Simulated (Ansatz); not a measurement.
# revPBE/def2-TZVPPD run of HCl (hydrogen chloride)

What is the electronic atomisation energy of HCl (hydrogen chloride) at revPBE/def2-TZVPPD? 

The results are computed with Ansatz 0.2.0.

32 further runs of the same task are left out: 32 set aside as unsound or not needed.

### 1 Starting point

HCl has 2 atoms, charge 0, and is taken as a singlet. As SMILES, `Cl`. Geometry: relaxed at PBE0-D4/def2-TZVP.

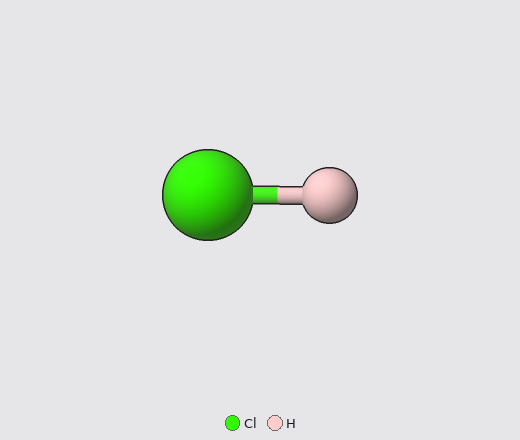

The structure, seen from a chosen angle (chlorine green, hydrogen pink).

### 2 A single-point energy at revPBE/def2-TZVPPD

molecule.yaml

```yaml
crystal:
  periodic: [false, false, false]
  atoms:
    - {symbol: Cl, position_ang: [0.546000, -0.178500, 0.280800]}
    - {symbol: H, position_ang: [-0.546000, 0.178500, -0.280800]}
basis:
  gaussian:
    orbitals: def2-TZVPPD.json
hamiltonian:
  xc: {name: revPBE}
accuracy: high
output: {orbitals: {seedname: orbitals}}
```

The basis set def2-TZVPPD is read from a file made from the Basis Set Exchange's data (not shown).

Launch:

```console
$ ansatz run molecule.yaml --threads 1 --pin off --max-ram 3480MiB --events-out events.jsonl --progress --plain --runs-dir runs
```

The program printed:

```text
Warning: RAYON_NUM_THREADS=1 ignored (pool sized by the plan → 1); use --threads N
Functional definition: revPBE
  name "revPBE"
  parameter kappa = 1.245
  parameter beta = 0.06672455060314922
  exchange = pbe_x(kappa = kappa, mu = beta*pi^2/3)
  correlation = pbe_c(beta = beta)
849 factors; integrals over basis functions are off by at most 3.7e-9 eV
mean field evaluation 1: about -12536.9690 eV, gradient 1.2e1 eV
mean field evaluation 2: about -12536.9339 eV, gradient 1.4e1 eV
mean field evaluation 4: about -12537.3084 eV, gradient 7.5e-1 eV
mean field evaluation 8: about -12537.3095 eV, gradient 2.2e-3 eV
mean field evaluation 16: about -12537.3095 eV, gradient 6.7e-8 eV
mean field -12537.30945224 eV, -460.7376242763 hartree, gradient 1.6e-8 eV, S^2 0.000000; 0 other end points of the search recorded, 0 dependent functions left out
reference -12537.30945717 eV, -460.7376244575 hartree; 9, 9 occupied and 59, 59 virtual orbitals, 849 factors
Total energy: -12537.30945717 eV, -460.7376244575 hartree
```

Wall time 1 s (1 thread of Arm Neoverse V2, shared host); peak memory 0.11 GiB.

### 3 The Cl atom

in.yaml

```yaml
crystal:
  periodic: [false, false, false]
  atoms:
    - {symbol: Cl, position_ang: [0.000000, 0.000000, 0.000000]}
basis:
  gaussian:
    orbitals: def2-TZVPPD.json
magnetization:
  spin_polarized: true
  initial_magnetization: 1
hamiltonian:
  xc: {name: revPBE}
accuracy: high
```

The basis set def2-TZVPPD is read from a file made from the Basis Set Exchange's data (not shown).

Run the same way, it converges to -460.06720 Eh (log not shown).

### 4 The H atom

run.yaml

```yaml
crystal:
  periodic: [false, false, false]
  atoms:
    - symbol: H
      position_ang: [0.000000, 0.000000, 0.000000]
basis:
  gaussian:
    orbitals: def2-TZVPPD.json
magnetization:
  spin_polarized: true
  initial_magnetization: 1
hamiltonian:
  xc: {name: revPBE}
accuracy: high
```

The basis set def2-TZVPPD is read from a file made from the Basis Set Exchange's data (not shown).

Run the same way, it converges to -0.50412 Eh (log not shown).

### 5 Outcome

At revPBE/def2-TZVPPD:

| quantity | value |
| --- | --- |
| molecule: total energy | -460.73762 Eh |
| molecule: HOMO energy | -8.01 eV |
| molecule: LUMO energy | -0.97 eV |
| molecule: HOMO–LUMO gap | 7.03 eV |
| Cl atom: total energy | -460.06720 Eh |
| Cl atom: ⟨S²⟩ | 0.753 |
| H atom: total energy | -0.50412 Eh |
| H atom: ⟨S²⟩ | 0.750 |
| electronic atomisation energy | 4.525 eV |

In words: Taking the molecule apart into free atoms costs 4.53 eV (437 kJ/mol), before zero-point energy and without spin-orbit coupling.
